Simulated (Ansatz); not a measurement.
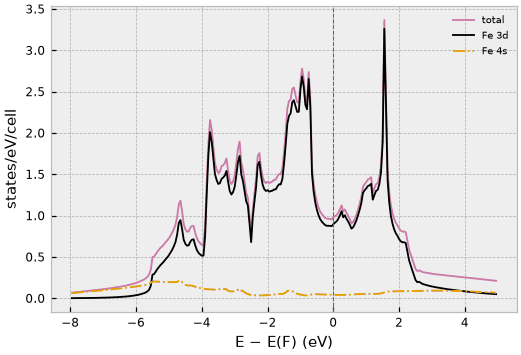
Fig. 1. Total and projected density of states of Fe (bcc (W type), Im-3m), plane-wave PAW LDA (Ansatz code)

Which orbitals carry the states next to the Fermi level?

Within 0.5 eV of the Fermi level: Fe 3d 92 %. Projections are on Löwdin-orthogonalised atomic valence shells; empty p or d shells of many metals are not among them.

Where is the tallest occupied peak in this window, and what makes it?

Near -0.9 eV, about 2.8 states/eV per cell; the largest projected share is Fe 3d.

The cell was relaxed with LDA under the symmetry of its start. Spin order of the final state: ferromagnetic, chosen from 3 collinear starts compared on coarse meshes (ties went to the first, and starts can fall back to one state), not a proven ground state. Textbook magnetic order: ferromagnetic.

Potentials: the later of the program's two PAW sets.
